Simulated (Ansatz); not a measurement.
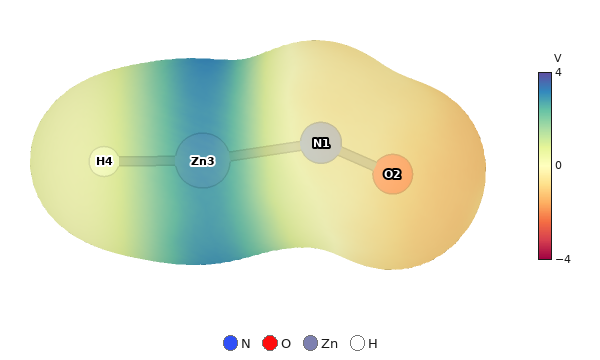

Figure 1: HNOZn (SMILES O=[N][ZnH]) (triplet). The electrostatic potential painted on the density surface at 0.004 e/bohr³, seen at a tilt; red is negative and blue positive.

Geometry: r2SCAN-D4/def2-TZVP.

These are results of isolated molecule in a Gaussian basis; Kohn-Sham density functional theory, functional PBE0 in Ansatz, not measurements.

```json
{"atom": "N", "x (Å)": "-2.4019", "y (Å)": "-0.9430", "z (Å)": "-1.0313"}
{"atom": "O", "x (Å)": "-3.5175", "y (Å)": "-1.2576", "z (Å)": "-1.3751"}
{"atom": "Zn", "x (Å)": "-0.8150", "y (Å)": "-0.2060", "z (Å)": "-1.5773"}
{"atom": "H", "x (Å)": "0.5580", "y (Å)": "0.3649", "z (Å)": "-1.8110"}
```

### Describe the electrostatic potential map.

The most negative region (about −1.1 V) lies over O2, the most positive (about +3.1 V) over Zn3. O2 is the likeliest acceptor of a hydrogen bond.
